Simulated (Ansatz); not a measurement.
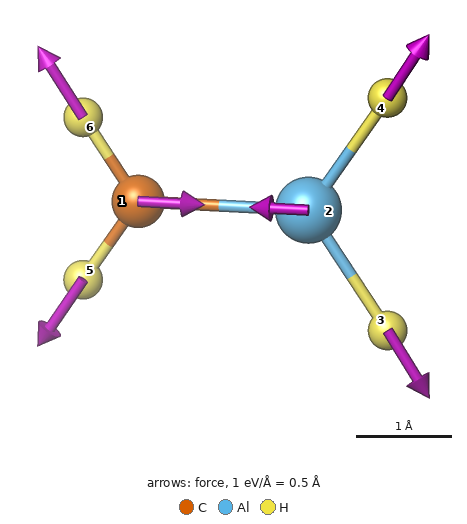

Starting geometry of CH$_{4}$Al (charge −1) with the computed forces as purple arrows. A ball-and-stick model, seen from a free direction.

It is one of the separated reactants of a reaction.

Computed with Ansatz 0.2.0, RKS PBE-D4/def2-SVPD. (force threshold 0.03 eV/Å; at most 250 steps)

**What follows when this structure is relaxed?**

It isn't relaxed: the largest force vector, on H atoms, is 1.80 eV/Å. The final displacements follow the starting forces only in part (cosine between the two patterns 0.77). The largest moves after the best rigid fit, 0.12 Å, are those of H3 and H4. Largest moves by element: H 0.12 Å, C 0.02 Å. Al stays in place. Some distances before and after: Al2–H3 1.520 → 1.642 Å, C1–H5 1.060 → 1.109 Å, C1–Al2 1.837 → 1.855 Å. Over 4 geometry steps the energy falls by 6.48 kcal/mol. Largest force component: 1.5 eV/Å at the start, 0.0012 eV/Å at the end. The run took 8.1 s on 2 threads of Intel Xeon @ 2.50GHz, on a shared host.
